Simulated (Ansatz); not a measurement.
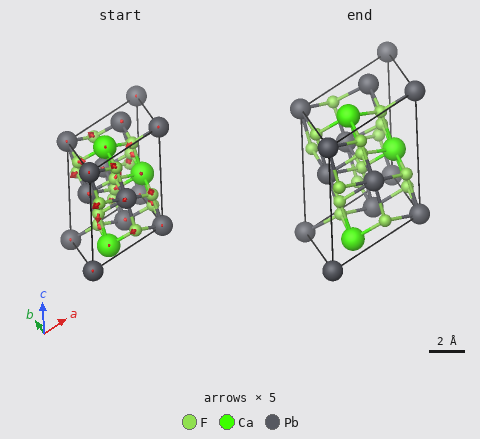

The structure of a crystal of CaPb2F6 (a generated structure, set up in P1) (coarse preliminary run) before (left) and after (right) a relaxation, at one scale. The red arrows give the displacements (the part carried along by the change of the cell is left out), 5 times their true length.

Style: ball-and-stick. Shown: the cell of the calculation, reduced to other axes, slightly off an axis. Lengths and directions refer to the drawn axes.

Case: elements placed on the fluorite lattice with unlike neighbours.

These are results of Ansatz, DFT PBE, scalar-relativistic, plane waves, PAW, not measurements.

Input
```yaml
crystal:
  lattice:
    - [4.67307308, 2.33653654, -2.33653654]
    - [2.33653654, 4.67307308, 2.33653654]
    - [4.67307308, -2.33653654, 2.33653654]
  atoms:
    - { symbol: F, position: [0.4662457642, 0.3317246489, 0.6179272665] }
    - { symbol: F, position: [0.7892653598, 0.6664398942, 0.6285048974] }
    - { symbol: F, position: [0.9610506794, 0.3255415366, 0.1299292107] }
    - { symbol: F, position: [0.2937793881, 0.6633303747, 0.1214061124] }
    - { symbol: F, position: [0.6189326264, 0.0034110609, 0.126470109] }
    - { symbol: F, position: [0.1241199066, 0.0057172742, 0.62672345] }
    - { symbol: F, position: [0.3734207183, 0.0071714283, 0.8742865732] }
    - { symbol: F, position: [0.7129118185, 0.3187427652, 0.878460273] }
    - { symbol: F, position: [0.8740015535, 0.0040416972, 0.3711646781] }
    - { symbol: F, position: [0.2075103399, 0.3407166082, 0.3786425428] }
    - { symbol: F, position: [0.5477561039, 0.6633920568, 0.3758444391] }
    - { symbol: F, position: [0.0476684366, 0.6632058854, 0.873549869] }
    - { symbol: Ca, position: [0.8351031551, 0.3265439805, 0.4997284244] }
    - { symbol: Ca, position: [0.3376408153, 0.3337239848, 0.9980014429] }
    - { symbol: Pb, position: [0.4956667779, 0.0006184797, 0.4957433773] }
    - { symbol: Pb, position: [0.9948446949, 0.0056827847, 0.0013700628] }
    - { symbol: Pb, position: [0.6692935743, 0.6651143418, 0.0024896177] }
    - { symbol: Pb, position: [0.1679740343, 0.6681951718, 0.4982259551] }
  symmetry: { detect: false }
basis:
  ecutwfc: 420
kpoints:
  mp_grid: { grid: [2, 2, 2], shift: [0.5, 0.5, 0.5] }
hamiltonian:
  xc: pbe
scf:
  occupations: { method: gaussian, width: 0.1 }
  lower_state_search: "off"
output:
  forces: true
  stress: true
  eigenvalues: true
relax:
  adjacent_minimum: "off"
  f_tol: 0.04
  max_steps: 50
  cell: { stress_tol: 0.3 }
```

Command:
```bash
ansatz run input.yaml --threads 4 --pin off --max-ram 9216MiB --backend cpu --events-out ev --progress --plain --runs-dir out
```

Describe what moved and what it gained.

Answer. Over 12 accepted moves (15 points after the start) the energy falls by 3186 meV per atom. Largest force component: 5.7 eV/Å at the start, 0.0018 eV/Å at the end. Pressure: 226.57 GPa at the start and 0.04 GPa at the end. The SCF was repeated 3 times at an unchanged geometry on a basis and grid sized afresh for the cell, which shifted the energy by 301 meV per atom at most. The atom that moves furthest relative to the cell is F10 (0.14 Å along [2 −1 2]). Largest moves by element: F 0.14 Å, Pb 0.06 Å, Ca 0.04 Å. The volume changes by +95.5 %, with a = c 5.723 → 7.165 Å (+25.2 %), b 5.723 → 7.145 Å (+24.8 %). Among the contacts that change: Ca13–Ca14 3.279 → 4.137 Å, Ca13–Ca14 (another image) 3.331 → 4.137 Å, F11–Pb15 2.004 → 2.635 Å, F8–Pb16 1.938 → 2.551 Å. Among the angles between lasting bonds that change: Pb15–F10–Pb18 111.8° → 104.5°, F1–Pb15–F10 69.4° → 75.5°, F1–Pb18–F10 70.1° → 75.5°. The space group (tolerance 0.01 Å) goes from P1 (No. 1) to Immm (No. 71). Cost: 64 s on 4 threads of Intel(R) Xeon(R) Platinum 8488C (Sapphire Rapids), on a shared host, peak memory 0.9 GiB.
